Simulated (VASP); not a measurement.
# A VASP study of MnI (r2SCAN + U): structure first, properties next, part 2 of 5

Aim: relax MnI, then compute properties on the relaxed cell. The cell is invented: it takes the structure of COD entry 9004456, CuI (space group 216 there), with some of its atoms replaced by other elements, volume scaled by an estimate. It may not be a known or stable phase. Left out of this account: 2 further runs (core levels: core levels are not valid at this level; relaxation: a spoilt try).

VASP 6.6.1, plane waves and PAW; the level of theory is named at each step.

Still holding for the runs below: The cell holds one magnetic atom, so no antiferromagnetic order fits into it. The k-mesh is coarse for a metal.

So far, moment of the cell, from the last line of the log (μB): step 2 (relaxing cell and atoms (r2SCAN + U)) -5.98. The relaxed cell has a = 7.277 Å (conventional setting).

### 3. Second relaxation

Level of this step: r2SCAN, DFT+U (Mn d 6 eV), spin-polarised from a ferromagnetic start (one magnetic atom a cell); plane waves and PAW (I, Mn_pv); invented cell (VASP).

The basis stayed that of the start cell while the cell moved. A rerun from the cell reached resets it; the error of the finite cutoff stays. The mesh changes with the cell too.

Input file INCAR:

```
SYSTEM = MnI
PREC = Accurate
ENCUT = 400
EDIFF = 1E-06
NELM = 100
ISMEAR = -1
SIGMA = 0.05
LREAL = .FALSE.
ALGO = Normal
METAGGA = R2SCAN
LASPH = .TRUE.
ISPIN = 2
MAGMOM = 0 4
LDAU = .TRUE.
LDAUTYPE = 2
LDAUL = -1 2
LDAUU = 0 6
LDAUJ = 0 0
LDAUPRINT = 1
LMAXMIX = 4
LORBIT = 11
LWAVE = .FALSE.
LCHARG = .FALSE.
IBRION = 2
NSW = 60
ISIF = 3
EDIFFG = -0.01
```

Input file POSCAR:

```
MnI
1.0
    0.0000000000      3.6386650177      3.6386650177
    3.6386650177      0.0000000000      3.6386650177
    3.6386650177      3.6386650177      0.0000000000
I Mn
1 1
Direct
    0.0000000000      0.0000000000      0.0000000000
    0.2500000000      0.2500000000      0.2500000000
```

Input file KPOINTS:

```
Automatic mesh
0
Gamma
5 5 5
0 0 0
```

Potentials, in the order of the species: I and Mn_pv (PBE family, release 64).

Started as:

```bash
$ mpirun -np 1 vasp_std
```

The log of the run:

```text
[banner, memory and clock lines left out]
running    1 mpi-ranks, on    1 nodes
 distrk:  each k-point on    1 cores,    1 groups
 distr:  one band on    1 cores,    1 groups

 POSCAR found type information on POSCAR I Mn
 POSCAR found :  2 types and       2 ions
 [... a notice as in an earlier step ...]

 LDA part: xc-table for (None), standard interpolation
 POSCAR, INCAR and KPOINTS ok, starting setup
 FFT: planning ... GRIDC
 FFT: planning ... GRID_SOFT
 FFT: planning ... GRID
 WAVECAR not read
 entering main loop
       N       E                     dE             d eps       ncg     rms          rms(c)
DAV:   1     0.542315920690E+02    0.54232E+02   -0.97275E+03   800   0.901E+02
DAV:   2    -0.338947245656E+02   -0.88126E+02   -0.83969E+02   696   0.221E+02
DAV:   3    -0.383708627494E+02   -0.44761E+01   -0.44354E+01   824   0.529E+01
DAV:   4    -0.384379227548E+02   -0.67060E-01   -0.67054E-01   696   0.668E+00
DAV:   5    -0.384395650363E+02   -0.16423E-02   -0.16423E-02   784   0.113E+00    0.106E+01
DAV:   6    -0.368521602346E+02    0.15874E+01   -0.14643E+01   640   0.396E+01    0.104E+01
DAV:   7    -0.376180391146E+02   -0.76588E+00   -0.10007E+00   664   0.830E+00    0.517E+00
DAV:   8    -0.376719889786E+02   -0.53950E-01   -0.95931E-02   744   0.291E+00    0.285E+00
DAV:   9    -0.376825952521E+02   -0.10606E-01   -0.41044E-02   752   0.169E+00    0.632E-01
DAV:  10    -0.376869556620E+02   -0.43604E-02   -0.11324E-02   712   0.921E-01    0.248E-01
DAV:  11    -0.376883608604E+02   -0.14052E-02   -0.25391E-03   688   0.424E-01    0.948E-02
DAV:  12    -0.376885944832E+02   -0.23362E-03   -0.62690E-04   656   0.213E-01    0.604E-02
DAV:  13    -0.376887837737E+02   -0.18929E-03   -0.93231E-05   672   0.767E-02    0.346E-02
DAV:  14    -0.376888070400E+02   -0.23266E-04   -0.18180E-05   680   0.335E-02    0.157E-02
DAV:  15    -0.376888082023E+02   -0.11623E-05   -0.17209E-05   624   0.291E-02    0.672E-03
DAV:  16    -0.376888080898E+02    0.11256E-06   -0.50443E-06   592   0.178E-02
   1 F= -.37688808E+02 E0= -.37687887E+02  d E =-.376888E+02  mag=     5.9838
 curvature:   0.00 expect dE= 0.000E+00 dE for cont linesearch  0.000E+00
 trial: gam= 0.00000 g(F)=  0.303E-42 g(S)=  0.431E-02 ort = 0.000E+00 (trialstep = 0.100E+01)
 search vector abs. value=  0.431E-02
 bond charge predicted
       N       E                     dE             d eps       ncg     rms          rms(c)
DAV:   1    -0.377568001692E+02   -0.67992E-01   -0.14175E+00   720   0.141E+01    0.279E+00
DAV:   2    -0.376897414963E+02    0.67059E-01   -0.13643E-01   728   0.421E+00    0.209E+00
DAV:   3    -0.376941235887E+02   -0.43821E-02   -0.25151E-02   656   0.141E+00    0.578E-01
DAV:   4    -0.376924166144E+02    0.17070E-02   -0.45854E-03   776   0.500E-01    0.427E-01
DAV:   5    -0.376918874268E+02    0.52919E-03   -0.14594E-03   640   0.249E-01    0.160E-01
DAV:   6    -0.376919309825E+02   -0.43556E-04   -0.42906E-04   696   0.176E-01    0.704E-02
DAV:   7    -0.376919112669E+02    0.19716E-04   -0.62711E-05   688   0.525E-02    0.291E-02
DAV:   8    -0.376919237047E+02   -0.12438E-04   -0.96441E-06   720   0.285E-02    0.841E-03
DAV:   9    -0.376919202317E+02    0.34730E-05   -0.16112E-06   616   0.109E-02    0.398E-03
DAV:  10    -0.376919184928E+02    0.17389E-05   -0.89452E-07   584   0.665E-03    0.181E-03
DAV:  11    -0.376919195588E+02   -0.10661E-05   -0.11290E-07   392   0.281E-03    0.638E-04
DAV:  12    -0.376919196467E+02   -0.87861E-07   -0.29102E-08   352   0.128E-03
   2 F= -.37691920E+02 E0= -.37691005E+02  d E =-.311156E-02  mag=     5.9839
 trial-energy change:   -0.003112  1 .order   -0.003109   -0.004313   -0.001904
 step:   1.7905(harm=  1.7905)  dis= 0.00000  next Energy=   -37.692669 (dE=-0.386E-02)
 bond charge predicted
       N       E                     dE             d eps       ncg     rms          rms(c)
DAV:   1    -0.377329061481E+02   -0.40987E-01   -0.87578E-01   720   0.110E+01    0.219E+00
DAV:   2    -0.376913444270E+02    0.41562E-01   -0.84932E-02   728   0.331E+00    0.163E+00
DAV:   3    -0.376940545485E+02   -0.27101E-02   -0.15702E-02   656   0.111E+00    0.452E-01
DAV:   4    -0.376930058799E+02    0.10487E-02   -0.27463E-03   776   0.383E-01    0.332E-01
DAV:   5    -0.376926846929E+02    0.32119E-03   -0.89060E-04   640   0.193E-01    0.126E-01
DAV:   6    -0.376927172635E+02   -0.32571E-04   -0.26092E-04   696   0.136E-01    0.550E-02
DAV:   7    -0.376927039146E+02    0.13349E-04   -0.38761E-05   696   0.410E-02    0.226E-02
DAV:   8    -0.376927114918E+02   -0.75772E-05   -0.59320E-06   688   0.221E-02    0.669E-03
DAV:   9    -0.376927088874E+02    0.26044E-05   -0.95128E-07   608   0.837E-03    0.328E-03
DAV:  10    -0.376927073055E+02    0.15818E-05   -0.51516E-07   552   0.505E-03    0.142E-03
DAV:  11    -0.376927078179E+02   -0.51236E-06   -0.73565E-08   392   0.220E-03
   3 F= -.37692708E+02 E0= -.37691793E+02  d E =-.389973E-02  mag=     5.9840
 curvature:  -0.90 expect dE=-0.135E-05 dE for cont linesearch -0.135E-05
 trial: gam=-0.01836 g(F)=  0.850E-43 g(S)=  0.151E-05 ort = 0.807E-04 (trialstep = 0.116E+01)
 search vector abs. value=  0.629E-09
 reached required accuracy - stopping structural energy minimisation
```

Run time: 8.4 min. Hardware: 1 MPI rank of AMD EPYC 7R43, shared host; peak memory 0.23 GiB.

Parts of OUTCAR (step 3):

```text
  LATTYP: Found a face centered cubic cell.
 ALAT       =     7.2773300354

The static configuration has the point symmetry T_d .

 Found     10 irreducible k-points:

   k-points           NKPTS =     10   k-points in BZ     NKDIM =     10   number of bands    NBANDS=     16

   dimension x,y,z NGX =    36 NGY =   36 NGZ =   36
   dimension x,y,z NGXF=    72 NGYF=   72 NGZF=   72

   ENCUT  =  400.0 eV  29.40 Ry    5.42 a.u.   8.39  8.39  8.39*2*pi/ulx,y,z

   NELECT =      20.0000    total number of electrons

atom =   2  type =  2  l = 2

 onsite density matrix

spin component  1

  0.9475 -0.0000 -0.0000 -0.0000  0.0000
 -0.0000  0.9475  0.0000 -0.0000  0.0000
 -0.0000  0.0000  0.9457  0.0000 -0.0000
 -0.0000 -0.0000  0.0000  0.9475 -0.0000
  0.0000  0.0000 -0.0000 -0.0000  0.9457

spin component  2

  0.0077  0.0000  0.0000  0.0000 -0.0000
  0.0000  0.0077 -0.0000  0.0000 -0.0000
  0.0000 -0.0000  0.0014 -0.0000  0.0000
  0.0000  0.0000 -0.0000  0.0077 -0.0000
 -0.0000 -0.0000  0.0000 -0.0000  0.0014

 occupancies and eigenvectors

  o =  0.0014  v =  0.0000  0.0000  0.0000  0.0000  0.0000 -0.0000 -0.0000  0.0127  0.0000 -0.9999      0.0000  0.0000  0.0000  0.0000  0.0000  0.0000  0.0000  0.0000  0.0000  0.0000
  o =  0.0014  v =  0.0000  0.0000  0.0000  0.0000  0.0000  0.0000  0.0000 -0.9999 -0.0000 -0.0127      0.0000  0.0000  0.0000  0.0000  0.0000  0.0000  0.0000  0.0000  0.0000  0.0000
  o =  0.0077  v =  0.0000  0.0000  0.0000  0.0000  0.0000  0.0002 -0.0010 -0.0000 -1.0000 -0.0000      0.0000  0.0000  0.0000  0.0000  0.0000  0.0000  0.0000  0.0000  0.0000  0.0000
  o =  0.0077  v =  0.0000  0.0000  0.0000  0.0000  0.0000  0.0011 -1.0000 -0.0000  0.0010  0.0000      0.0000  0.0000  0.0000  0.0000  0.0000  0.0000  0.0000  0.0000  0.0000  0.0000
  o =  0.0077  v =  0.0000  0.0000  0.0000  0.0000  0.0000  1.0000  0.0011  0.0000  0.0002 -0.0000      0.0000  0.0000  0.0000  0.0000  0.0000  0.0000  0.0000  0.0000  0.0000  0.0000
  o =  0.9457  v =  0.0000  0.0000 -0.9934 -0.0000 -0.1143  0.0000  0.0000  0.0000  0.0000  0.0000      0.0000  0.0000  0.0000  0.0000  0.0000  0.0000  0.0000  0.0000  0.0000  0.0000
  o =  0.9457  v =  0.0000 -0.0000  0.1143 -0.0000 -0.9934  0.0000  0.0000  0.0000  0.0000  0.0000      0.0000  0.0000  0.0000  0.0000  0.0000  0.0000  0.0000  0.0000  0.0000  0.0000
  o =  0.9475  v =  1.0000  0.0000  0.0000  0.0000  0.0000  0.0000  0.0000  0.0000  0.0000  0.0000      0.0000  0.0000  0.0000  0.0000  0.0000  0.0000  0.0000  0.0000  0.0000  0.0000
  o =  0.9475  v =  0.0000 -0.5506 -0.0000  0.8348 -0.0000  0.0000  0.0000  0.0000  0.0000  0.0000      0.0000  0.0000  0.0000  0.0000  0.0000  0.0000  0.0000  0.0000  0.0000  0.0000
  o =  0.9475  v =  0.0000 -0.8348 -0.0000 -0.5506  0.0000  0.0000  0.0000  0.0000  0.0000  0.0000      0.0000  0.0000  0.0000  0.0000  0.0000  0.0000  0.0000  0.0000  0.0000  0.0000

 E-fermi :   2.5474

 spin component 1
 k-point     1 :       0.0000    0.0000    0.0000
  band No.  band energies     occupation
    ...
      9      -5.6561      1.00000
     10      -1.2349      1.00000
     11      -1.2349      1.00000
     12      -1.2349      1.00000
     13      -0.0777      1.00000
     14       4.7701      0.00000
     15       4.7702      0.00000
     16       4.7702      0.00000

 k-point     2 :       0.2000    0.0000    0.0000
  band No.  band energies     occupation
    ...
      9      -5.6561      1.00000
     10      -2.1886      1.00000
     11      -1.3355      1.00000
     12      -1.3355      1.00000
     13       0.8272      1.00000
     14       4.5009      0.00000
     15       4.9885      0.00000
     16       4.9885      0.00000

 k-point     3 :       0.4000    0.0000    0.0000
  band No.  band energies     occupation
    ...
      9      -5.6509      1.00000
     10      -3.0817      1.00000
     11      -1.4869      1.00000
     12      -1.4869      1.00000
     13       1.3586      1.00000
     14       5.0593      0.00000
     15       5.1459      0.00000
     16       5.1459      0.00000

 k-point     4 :       0.2000    0.2000    0.0000
  band No.  band energies     occupation
    ...
      9      -5.6513      1.00000
     10      -2.2256      1.00000
     11      -1.4968      1.00000
     12      -1.4968      1.00000
     13       1.1675      1.00000
     14       3.9331      0.00000
     15       5.3646      0.00000
     16       5.3646      0.00000

  Total        0.0045685      0.0045685      0.0045685     -0.0000000     -0.0000000     -0.0000000
  in kB        0.0736138      0.0736138      0.0736138     -0.0000000     -0.0000000     -0.0000000
  external PRESSURE =       0.0736138 kB  Pullay stress =       0.0000000 kB

  energy-cutoff  :      400.00
  volume of cell :       99.43
      direct lattice vectors                 reciprocal lattice vectors
    -0.000000000  3.677030487  3.677030487    -0.135979291  0.135979291  0.135979291
     3.677030487  0.000000000  3.677030487     0.135979291 -0.135979291  0.135979291
     3.677030487  3.677030487 -0.000000000     0.135979291  0.135979291 -0.135979291

 POSITION                                       TOTAL-FORCE (eV/Angst)
 -----------------------------------------------------------------------------------
      0.00000      0.00000      0.00000        -0.000000     -0.000000      0.000000
      1.83852      1.83852      1.83852         0.000000      0.000000     -0.000000
 -----------------------------------------------------------------------------------
    total drift:                                0.000028      0.000028      0.000028

  FREE ENERGIE OF THE ION-ELECTRON SYSTEM (eV)
  ---------------------------------------------------
  free  energy   TOTEN  =       -37.6927078179 eV

  energy  without entropy=      -37.6908788619  energy(sigma->0) =      -37.69179334

 total charge
# of ion       s       p       d       tot
------------------------------------------
    1        1.513   2.816   0.015   4.343
    2        0.396   6.047   4.748  11.191
--------------------------------------------------
tot          1.909   8.863   4.763  15.534

 magnetization (x)
# of ion       s       p       d       tot
------------------------------------------
    1        0.035   0.102   0.012   0.149
    2        0.312   0.026   4.697   5.036
--------------------------------------------------
tot          0.348   0.127   4.709   5.184

[... 2 parts as in an earlier step ...]

[... 11 further parts left out ...]
```

CONTCAR:

```
MnI
   1.00000000000000
    -0.0000000000000000    3.6770304867580927    3.6770304867580927
     3.6770304867580927    0.0000000000000000    3.6770304867580927
     3.6770304867580927    3.6770304867580927   -0.0000000000000000
  I               Mn
     1     1
Direct
     0.0000000000000000    0.0000000000000000    0.0000000000000000
     0.2500000000000000    0.2500000000000000    0.2500000000000000
```

The steps of the relaxation:

```tsv
step	energy less that of the first step (eV)	largest force (eV/Å)	pressure (GPa)	volume (Å³)
1	0.0000	0.0000	0.41	96.35
2	-0.0031	0.0000	0.18	98.06
3	-0.0039	0.0000	0.01	99.43
```

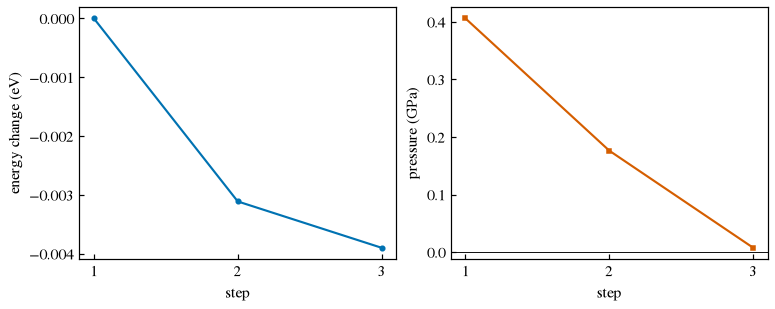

Energy and pressure along the relaxation.

```tsv
conventional cell, symmetrised	before	after	change
a (Å)	7.277	7.354	+1.1 %
b (Å)	7.277	7.354	+1.1 %
c (Å)	7.277	7.354	+1.1 %
volume (Å³/atom)	48.18	49.72	+3.2 %
```

The relaxed structure:

```
I Mn
1.0
     0.00000    3.67703    3.67703
     3.67703    0.00000    3.67703
     3.67703    3.67703    0.00000
I Mn
1 1
Cartesian
  0.0000 0.0000 0.0000
  1.8385 1.8385 1.8385
```

This step gave:

| Item | Value |
| --- | --- |
| irreducible k-points | 10 |
| free energy (TOTEN) | -37.69 eV |
| energy at zero smearing | -37.69 eV |
| Fermi energy | 2.547 eV |
| pressure | 0.007361 GPa |
| moment of the cell, from the last line of the log | 5.984 μB |
| SCF cycles over all ionic steps | 39 |

Spin moment in the PAW sphere by atom:

```tsv
atom	spin moment in the PAW sphere (μB)
I1	0.15
Mn2	5.04
```

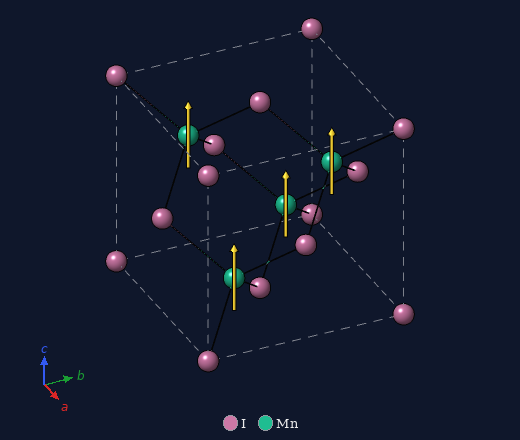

Spin moment in the PAW sphere as arrows, the longest 5.04 μB. Up and down stand for the sign. Arrows give size and sign along the axis of quantisation, drawn up and down the page. Bonds to atoms that aren't drawn are left out. Some periodic images of atoms are drawn too.

It ends with forces that vanish by symmetry and a pressure of 0.01 GPa.

(Part 2 of 5 ends here.)

[Lines on the potential files, build, host, timing and source positions are cut from VASP's logs without a mark.]

[Logs are printed without paths, hosts, clocks, repeated set-up lines and the standing remarks that a program may print on its own settings, such as how far it seeks lower states.]

[Hosts, paths, dates, database ids (printed as entryN), source tags and the programs' standing remarks are cut or masked in the printed files.]

[A measured line is paired with the nearest computed mode of its activity, which favours agreement.]

[In band tables of VASP the shares of atoms and orbitals are scaled to a sum of 1 inside the atoms' spheres.]
